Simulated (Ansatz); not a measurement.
**AlN₂H (triplet): wB97M-V, B2PLYP over vertical spin and charge gaps, def2-QZVPP**

Aim: run AlN₂H (triplet) with these functionals over vertical spin and charge gaps, and hold them against the top wave-function level at the same points.

Method: def2-QZVPP, all electrons in the functionals, frozen cores in the correlation of double hybrids and RPA; program: Ansatz 0.2.0, Gaussian basis.

The runs, in order: wB97M-V, B2PLYP, at charge 0, triplet; charge 0, singlet; charge 0, quintet; charge 1, doublet; charge 1, quartet.

2 further runs of the same task are left out: 2 set aside as unsound or not needed.

### Step 1. The geometry

The geometry is a PBE0/def2-TZVP stationary point (not a proven minimum).

4 atoms, charge 0, spin multiplicity 3.

Atoms are counted from 1 here; the program's logs count them from 0.

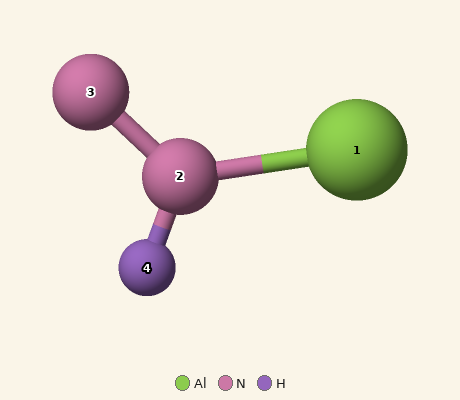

The geometry (aluminium green, nitrogen pink, hydrogen purple); atoms are numbered from 1 in the order of the file.

No dispersion term is added; wB97M-V holds VV10 nonlocal correlation.

The geometry shown and the zero of energy belong to the point charge 0, triplet. The yardstick, UCCSD(T), and other wave-function levels (R restricted, U unrestricted, valence and pair active spaces) come from earlier runs.

### Step 2. wB97M-V, charge 0, triplet

in.yaml reads:

```yaml
crystal:
  periodic: [false, false, false]
  atoms:
    - {symbol: Al, position_ang: [0.000000, -0.079269, 1.203465]}
    - {symbol: N, position_ang: [0.000000, 0.413422, -0.609656]}
    - {symbol: N, position_ang: [0.000000, -0.362251, -1.647435]}
    - {symbol: H, position_ang: [0.000000, 1.410865, -0.850200]}
basis:
  gaussian: {orbitals: "def2-QZVPP.json"}
magnetization: {spin_polarized: true, initial_magnetization: 2}
hamiltonian: {xc: {name: wB97M-V}}
output: {orbitals: {seedname: orbitals}}
```

Run with:

```console
> ansatz run in.yaml --threads 1 --pin off --events-out ev --progress --plain --max-ram 2393MiB
```

The program printed (excerpt; [...] marks lines left out):

```text
Functional definition: wB97M-V
  name "wB97M-V"
  cite "Mardirossian & Head-Gordon, J. Chem. Phys. 144, 214110 (2016) doi:10.1063/1.4952647"
  cite "Becke, J. Chem. Phys. 107, 8554 (1997) doi:10.1063/1.475007"
  cite "Vydrov & Van Voorhis, J. Chem. Phys. 133, 244103 (2010) doi:10.1063/1.3521275"
  # Of w^i u^j: cxij and so on, Table III.
[...]
  gx(w, u) = 1 - cx + cx01*u + cx10*w
  gss(w, u) = css00 + css04*u^4 + css10*w + css20*w^2 + css43*w^4*u^3
  gos(w, u) = cos00 + cos10*w + (cos20 + cos21*u)*w^2 + (cos60 + cos61*u)*w^6
[...]
      + integral(e_c_pw_mod_opposite_spin*gos(b97_w_opposite, b97_u_opposite)) + vv10(b, c)
766 factors; their error is unknown
194 factors; integrals over basis functions are off by at most 2.7e-5 eV
[...]
mean field -9590.69689618 eV, -352.4516101266 hartree, gradient 8.0e-5 eV, S^2 2.009397; 0 other end points of the search recorded, 0 dependent functions left out
reference -9590.69694104 eV, -352.4516117754 hartree; 15, 13 occupied and 199, 201 virtual orbitals, 766 factors
Total energy: -9590.69694104 eV, -352.4516117754 hartree
```

Run time: 19 s. Hardware: 1 thread of Arm Neoverse V2, shared host; peak memory 0.58 GiB.

From the report: ⟨S²⟩ of the determinant 2.009 (pure triplet: 2.00).

### Step 3. wB97M-V, charge 0, singlet

in.yaml, as its differences from that of step 2:

```diff
@@ -9,3 +9,3 @@
   gaussian: {orbitals: "def2-QZVPP.json"}
-magnetization: {spin_polarized: true, initial_magnetization: 2}
+magnetization: {spin_polarized: true, initial_magnetization: 0}
 hamiltonian: {xc: {name: wB97M-V}}
```

Same command.

The program printed (excerpt; [...] marks lines left out):

```text
Functional definition: wB97M-V
  name "wB97M-V"
  cite "Mardirossian & Head-Gordon, J. Chem. Phys. 144, 214110 (2016) doi:10.1063/1.4952647"
  cite "Becke, J. Chem. Phys. 107, 8554 (1997) doi:10.1063/1.475007"
  cite "Vydrov & Van Voorhis, J. Chem. Phys. 133, 244103 (2010) doi:10.1063/1.3521275"
  # Of w^i u^j: cxij and so on, Table III.
[...]
  gx(w, u) = 1 - cx + cx01*u + cx10*w
  gss(w, u) = css00 + css04*u^4 + css10*w + css20*w^2 + css43*w^4*u^3
  gos(w, u) = cos00 + cos10*w + (cos20 + cos21*u)*w^2 + (cos60 + cos61*u)*w^6
[...]
      + integral(e_c_pw_mod_opposite_spin*gos(b97_w_opposite, b97_u_opposite)) + vv10(b, c)
766 factors; their error is unknown
194 factors; integrals over basis functions are off by at most 2.7e-5 eV
[...]
mean field -9590.64252329 eV, -352.4496119600 hartree, gradient 2.6e-5 eV, S^2 0.388665; 5 other end points of the search recorded, 0 dependent functions left out
reference -9590.64256720 eV, -352.4496135736 hartree; 14, 14 occupied and 200, 200 virtual orbitals, 766 factors
Total energy: -9590.64256720 eV, -352.4496135736 hartree
```

It took 71 s on 1 thread of Arm Neoverse V2, shared host; peak memory 0.79 GiB.

From the report: ⟨S²⟩ of the determinant 0.389 (pure singlet: 0.00).

From charge 0, triplet: +0.054 eV.

### Step 4. wB97M-V, charge 0, quintet

in.yaml, as its differences from that of step 3:

```diff
@@ -9,3 +9,3 @@
   gaussian: {orbitals: "def2-QZVPP.json"}
-magnetization: {spin_polarized: true, initial_magnetization: 0}
+magnetization: {spin_polarized: true, initial_magnetization: 4}
 hamiltonian: {xc: {name: wB97M-V}}
```

The command is unchanged.

The program printed (excerpt; [...] marks lines left out):

```text
Functional definition: wB97M-V
  name "wB97M-V"
  cite "Mardirossian & Head-Gordon, J. Chem. Phys. 144, 214110 (2016) doi:10.1063/1.4952647"
  cite "Becke, J. Chem. Phys. 107, 8554 (1997) doi:10.1063/1.475007"
  cite "Vydrov & Van Voorhis, J. Chem. Phys. 133, 244103 (2010) doi:10.1063/1.3521275"
  # Of w^i u^j: cxij and so on, Table III.
[...]
  gx(w, u) = 1 - cx + cx01*u + cx10*w
  gss(w, u) = css00 + css04*u^4 + css10*w + css20*w^2 + css43*w^4*u^3
  gos(w, u) = cos00 + cos10*w + (cos20 + cos21*u)*w^2 + (cos60 + cos61*u)*w^6
[...]
      + integral(e_c_pw_mod_opposite_spin*gos(b97_w_opposite, b97_u_opposite)) + vv10(b, c)
766 factors; their error is unknown
194 factors; integrals over basis functions are off by at most 2.7e-5 eV
[...]
mean field -9587.69659580 eV, -352.3413511213 hartree, gradient 2.7e-5 eV, S^2 6.012794; 1 other end points of the search recorded, 0 dependent functions left out
reference -9587.69664245 eV, -352.3413528357 hartree; 16, 12 occupied and 198, 202 virtual orbitals, 766 factors
Total energy: -9587.69664245 eV, -352.3413528357 hartree
```

Wall time 44 s (1 thread of Arm Neoverse V2, shared host); peak memory 0.75 GiB.

From the report: ⟨S²⟩ of the determinant 6.013 (pure quintet: 6.00).

From charge 0, triplet: +3.000 eV.

### Step 5. wB97M-V, charge 1, doublet

in.yaml, as its differences from that of step 4:

```diff
@@ -9,3 +9,4 @@
   gaussian: {orbitals: "def2-QZVPP.json"}
-magnetization: {spin_polarized: true, initial_magnetization: 4}
+total_charge: 1
+magnetization: {spin_polarized: true, initial_magnetization: 1}
 hamiltonian: {xc: {name: wB97M-V}}
```

The command is unchanged.

The program printed (excerpt; [...] marks lines left out):

```text
Functional definition: wB97M-V
  name "wB97M-V"
  cite "Mardirossian & Head-Gordon, J. Chem. Phys. 144, 214110 (2016) doi:10.1063/1.4952647"
  cite "Becke, J. Chem. Phys. 107, 8554 (1997) doi:10.1063/1.475007"
  cite "Vydrov & Van Voorhis, J. Chem. Phys. 133, 244103 (2010) doi:10.1063/1.3521275"
  # Of w^i u^j: cxij and so on, Table III.
[...]
  gx(w, u) = 1 - cx + cx01*u + cx10*w
  gss(w, u) = css00 + css04*u^4 + css10*w + css20*w^2 + css43*w^4*u^3
  gos(w, u) = cos00 + cos10*w + (cos20 + cos21*u)*w^2 + (cos60 + cos61*u)*w^6
[...]
      + integral(e_c_pw_mod_opposite_spin*gos(b97_w_opposite, b97_u_opposite)) + vv10(b, c)
766 factors; their error is unknown
194 factors; integrals over basis functions are off by at most 2.7e-5 eV
[...]
mean field -9583.16855832 eV, -352.1749488132 hartree, gradient 2.1e-5 eV, S^2 0.765062; 3 other end points of the search recorded, 0 dependent functions left out
reference -9583.16860217 eV, -352.1749504248 hartree; 14, 13 occupied and 200, 201 virtual orbitals, 766 factors
Total energy: -9583.16860217 eV, -352.1749504248 hartree
```

It took 71 s on 1 thread of Arm Neoverse V2, shared host; peak memory 0.79 GiB.

From the report: ⟨S²⟩ of the determinant 0.765 (pure doublet: 0.75).

From charge 0, triplet: +7.528 eV.

### Step 6. wB97M-V, charge 1, quartet

in.yaml, as its differences from that of step 5:

```diff
@@ -10,3 +10,3 @@
 total_charge: 1
-magnetization: {spin_polarized: true, initial_magnetization: 1}
+magnetization: {spin_polarized: true, initial_magnetization: 3}
 hamiltonian: {xc: {name: wB97M-V}}
```

Same command.

The program printed (excerpt; [...] marks lines left out):

```text
Functional definition: wB97M-V
  name "wB97M-V"
  cite "Mardirossian & Head-Gordon, J. Chem. Phys. 144, 214110 (2016) doi:10.1063/1.4952647"
  cite "Becke, J. Chem. Phys. 107, 8554 (1997) doi:10.1063/1.475007"
  cite "Vydrov & Van Voorhis, J. Chem. Phys. 133, 244103 (2010) doi:10.1063/1.3521275"
  # Of w^i u^j: cxij and so on, Table III.
[...]
  gx(w, u) = 1 - cx + cx01*u + cx10*w
  gss(w, u) = css00 + css04*u^4 + css10*w + css20*w^2 + css43*w^4*u^3
  gos(w, u) = cos00 + cos10*w + (cos20 + cos21*u)*w^2 + (cos60 + cos61*u)*w^6
[...]
      + integral(e_c_pw_mod_opposite_spin*gos(b97_w_opposite, b97_u_opposite)) + vv10(b, c)
766 factors; their error is unknown
194 factors; integrals over basis functions are off by at most 2.7e-5 eV
[...]
mean field -9581.38460489 eV, -352.1093897340 hartree, gradient 2.8e-5 eV, S^2 3.769469; 1 other end points of the search recorded, 0 dependent functions left out
reference -9581.38465121 eV, -352.1093914362 hartree; 15, 12 occupied and 199, 202 virtual orbitals, 766 factors
Total energy: -9581.38465121 eV, -352.1093914362 hartree
```

Run time: 21 s. Hardware: 1 thread of Arm Neoverse V2, shared host; peak memory 0.59 GiB.

From the report: ⟨S²⟩ of the determinant 3.769 (pure quartet: 3.75).

From charge 0, triplet: +9.312 eV.

### Step 7. B2PLYP, charge 0, triplet

in.yaml, as its differences from that of step 6:

```diff
@@ -9,5 +9,4 @@
   gaussian: {orbitals: "def2-QZVPP.json"}
-total_charge: 1
-magnetization: {spin_polarized: true, initial_magnetization: 3}
-hamiltonian: {xc: {name: wB97M-V}}
-output: {orbitals: {seedname: orbitals}}
+magnetization: {spin_polarized: true, initial_magnetization: 2}
+hamiltonian: {xc: {name: B2PLYP}}
+correlation: {electrons: outside_noble_gas}
```

Launched as before.

The program printed (excerpt; [...] marks lines left out):

```text
Functional definition: B2PLYP
  name "B2PLYP"
  cite "Grimme, J. Chem. Phys. 124, 034108 (2006) doi:10.1063/1.2148954"
  cite "Becke, Phys. Rev. A 38, 3098 (1988) doi:10.1103/PhysRevA.38.3098"
  cite "Lee, Yang & Parr, Phys. Rev. B 37, 785 (1988) doi:10.1103/PhysRevB.37.785"
[...]
1301 factors; integrals over basis functions are off by at most 8.0e-4 eV
[...]
mean field -9582.90561192 eV, -352.1652857113 hartree, gradient 1.0e-5 eV, S^2 2.017214; 2 other end points of the search recorded, 0 dependent functions left out
7 core orbitals not correlated: weight in the atoms' cores, before any rotation towards them, 1.000 or more for the frozen orbitals, at most 0.000 for the correlated occupied ones
reference -9582.90575096 eV, -352.1652908208 hartree; 8, 6 occupied and 199, 201 virtual orbitals, 1301 factors
second order -14.36967809 eV of doubles, -0.00000000 eV of singles
Total energy: -9586.78556404 eV, -352.3078713219 hartree
```

Run time: 22 s. Hardware: 1 thread of Arm Neoverse V2, shared host; peak memory 0.7 GiB.

From the report: ⟨S²⟩ of the determinant 2.017 (pure triplet: 2.00).

### Step 8. B2PLYP, charge 0, singlet

in.yaml, as its differences from that of step 7:

```diff
@@ -9,3 +9,3 @@
   gaussian: {orbitals: "def2-QZVPP.json"}
-magnetization: {spin_polarized: true, initial_magnetization: 2}
+magnetization: {spin_polarized: true, initial_magnetization: 0}
 hamiltonian: {xc: {name: B2PLYP}}
```

The command is unchanged.

The program printed (excerpt; [...] marks lines left out):

```text
Functional definition: B2PLYP
  name "B2PLYP"
  cite "Grimme, J. Chem. Phys. 124, 034108 (2006) doi:10.1063/1.2148954"
  cite "Becke, Phys. Rev. A 38, 3098 (1988) doi:10.1103/PhysRevA.38.3098"
  cite "Lee, Yang & Parr, Phys. Rev. B 37, 785 (1988) doi:10.1103/PhysRevB.37.785"
[...]
1301 factors; integrals over basis functions are off by at most 8.0e-4 eV
[...]
mean field -9582.70353423 eV, -352.1578594931 hartree, gradient 2.9e-6 eV, S^2 0.759029; 9 other end points of the search recorded, 0 dependent functions left out
7 core orbitals not correlated: weight in the atoms' cores, before any rotation towards them, 1.000 or more for the frozen orbitals, at most 0.000 for the correlated occupied ones
reference -9582.70367195 eV, -352.1578645542 hartree; 7, 7 occupied and 200, 200 virtual orbitals, 1301 factors
second order -14.89299027 eV of doubles, -0.00000000 eV of singles
Total energy: -9586.72477932 eV, -352.3056375246 hartree
```

Run time: 35 s. Hardware: 1 thread of Arm Neoverse V2, shared host; peak memory 0.58 GiB.

From the report: ⟨S²⟩ of the determinant 0.759 (pure singlet: 0.00). The determinant is far from a pure spin state, so its energy mixes those of several spin states (harmless only where they are near-degenerate, as at dissociation).

From charge 0, triplet: +0.061 eV.

### Step 9. B2PLYP, charge 0, quintet

in.yaml, as its differences from that of step 8:

```diff
@@ -9,3 +9,3 @@
   gaussian: {orbitals: "def2-QZVPP.json"}
-magnetization: {spin_polarized: true, initial_magnetization: 0}
+magnetization: {spin_polarized: true, initial_magnetization: 4}
 hamiltonian: {xc: {name: B2PLYP}}
```

Launched as before.

The program printed (excerpt; [...] marks lines left out):

```text
Functional definition: B2PLYP
  name "B2PLYP"
  cite "Grimme, J. Chem. Phys. 124, 034108 (2006) doi:10.1063/1.2148954"
  cite "Becke, Phys. Rev. A 38, 3098 (1988) doi:10.1103/PhysRevA.38.3098"
  cite "Lee, Yang & Parr, Phys. Rev. B 37, 785 (1988) doi:10.1103/PhysRevB.37.785"
[...]
1301 factors; integrals over basis functions are off by at most 8.0e-4 eV
[...]
mean field -9580.44104852 eV, -352.0747146771 hartree, gradient 8.5e-6 eV, S^2 6.019436; 3 other end points of the search recorded, 0 dependent functions left out
7 core orbitals not correlated: weight in the atoms' cores, before any rotation towards them, 1.000 or more for the frozen orbitals, at most 0.000 for the correlated occupied ones
reference -9580.44119178 eV, -352.0747199417 hartree; 9, 5 occupied and 198, 202 virtual orbitals, 1301 factors
second order -13.53722613 eV of doubles, -0.00000000 eV of singles
Total energy: -9584.09624284 eV, -352.2090405905 hartree
```

It took 17 s on 1 thread of Arm Neoverse V2, shared host; peak memory 0.55 GiB.

From the report: ⟨S²⟩ of the determinant 6.019 (pure quintet: 6.00).

From charge 0, triplet: +2.689 eV.

### Step 10. B2PLYP, charge 1, doublet

in.yaml, as its differences from that of step 9:

```diff
@@ -9,3 +9,4 @@
   gaussian: {orbitals: "def2-QZVPP.json"}
-magnetization: {spin_polarized: true, initial_magnetization: 4}
+total_charge: 1
+magnetization: {spin_polarized: true, initial_magnetization: 1}
 hamiltonian: {xc: {name: B2PLYP}}
```

The command is unchanged.

The program printed (excerpt; [...] marks lines left out):

```text
Functional definition: B2PLYP
  name "B2PLYP"
  cite "Grimme, J. Chem. Phys. 124, 034108 (2006) doi:10.1063/1.2148954"
  cite "Becke, Phys. Rev. A 38, 3098 (1988) doi:10.1103/PhysRevA.38.3098"
  cite "Lee, Yang & Parr, Phys. Rev. B 37, 785 (1988) doi:10.1103/PhysRevB.37.785"
[...]
1301 factors; integrals over basis functions are off by at most 8.0e-4 eV
[...]
mean field -9575.31070169 eV, -351.8861779084 hartree, gradient 2.6e-6 eV, S^2 0.817757; 8 other end points of the search recorded, 0 dependent functions left out
7 core orbitals not correlated: weight in the atoms' cores, before any rotation towards them, 1.000 or more for the frozen orbitals, at most 0.000 for the correlated occupied ones
reference -9575.31083350 eV, -351.8861827523 hartree; 7, 6 occupied and 200, 201 virtual orbitals, 1301 factors
second order -14.57888040 eV of doubles, -0.00000000 eV of singles
Total energy: -9579.24713121 eV, -352.0308390250 hartree
```

Wall time 52 s (1 thread of Arm Neoverse V2, shared host); peak memory 0.74 GiB.

From the report: ⟨S²⟩ of the determinant 0.818 (pure doublet: 0.75).

From charge 0, triplet: +7.538 eV.

### Step 11. B2PLYP, charge 1, quartet

in.yaml, as its differences from that of step 10:

```diff
@@ -10,3 +10,3 @@
 total_charge: 1
-magnetization: {spin_polarized: true, initial_magnetization: 1}
+magnetization: {spin_polarized: true, initial_magnetization: 3}
 hamiltonian: {xc: {name: B2PLYP}}
```

Launched as before.

The program printed (excerpt; [...] marks lines left out):

```text
Functional definition: B2PLYP
  name "B2PLYP"
  cite "Grimme, J. Chem. Phys. 124, 034108 (2006) doi:10.1063/1.2148954"
  cite "Becke, Phys. Rev. A 38, 3098 (1988) doi:10.1103/PhysRevA.38.3098"
  cite "Lee, Yang & Parr, Phys. Rev. B 37, 785 (1988) doi:10.1103/PhysRevB.37.785"
[...]
1301 factors; integrals over basis functions are off by at most 8.0e-4 eV
[...]
mean field -9574.04558599 eV, -351.8396857638 hartree, gradient 1.2e-6 eV, S^2 3.786306; 3 other end points of the search recorded, 0 dependent functions left out
7 core orbitals not correlated: weight in the atoms' cores, before any rotation towards them, 1.000 or more for the frozen orbitals, at most 0.000 for the correlated occupied ones
reference -9574.04572143 eV, -351.8396907414 hartree; 8, 5 occupied and 199, 202 virtual orbitals, 1301 factors
second order -13.37414769 eV of doubles, -0.00000000 eV of singles
Total energy: -9577.65674131 eV, -351.9723932742 hartree
```

Wall time 18 s (1 thread of Arm Neoverse V2, shared host); peak memory 0.68 GiB.

From the report: ⟨S²⟩ of the determinant 3.786 (pure quartet: 3.75).

From charge 0, triplet: +9.129 eV.

### Step 12. Against the wave-function levels

No level is safe as a reference over these points; UCCSD(T) serves as a yardstick only. It comes from earlier runs at the same points. Energies in eV, counted from charge 0, triplet; blanks weren't run or aren't comparable.

| level | triplet to singlet | triplet to quintet | ionisation to the doublet cation | ionisation to the quartet cation |
| --- | --- | --- | --- | --- |
| UCCSD(T) |  | 2.585 | 7.464 | 9.175 |
| wB97M-V | 0.054 | 3.000 | 7.528 | 9.312 |
| B2PLYP | 0.061 | 2.689 | 7.538 | 9.129 |

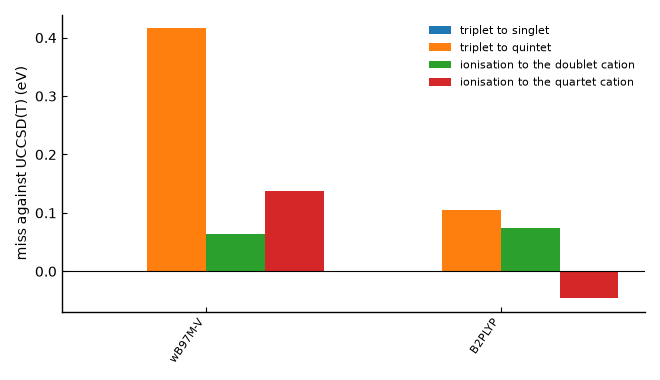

Misses of the gaps against UCCSD(T).

Largest miss and mean time a point (UCCSD(T) took 63 s a point; shared hosts):

| level | largest miss (eV) | where | time a point |
| --- | --- | --- | --- |
| wB97M-V | +0.416 | triplet to quintet | 45 s |
| B2PLYP | +0.105 | triplet to quintet | 29 s |

### Step 13. What came out

```
                                  quantity                           value
              triplet to quintet, UCCSD(T)                        2.585 eV
ionisation to the doublet cation, UCCSD(T)                        7.464 eV
ionisation to the quartet cation, UCCSD(T)                        9.175 eV
                     largest miss, wB97M-V  +0.416 eV (triplet to quintet)
                      largest miss, B2PLYP  +0.105 eV (triplet to quintet)
```

What this shows: Misses are known at 3 of 4 points at best, and only functionals with that many are ranked. Of the functionals, B2PLYP keep the smallest largest miss at the points compared (at most 0.105 eV) and wB97M-V strays most (0.416 eV, at triplet to quintet). wB97M-V, B2PLYP clearly break the spin symmetry at some points (⟨S²⟩ up to 0.76 above the pure value), so energy there is bought with a mixed spin. Functionals and the yardstick converge differently with the basis, so part of each miss in def2-QZVPP is the basis. The yardstick itself may be off where one determinant is a poor start.
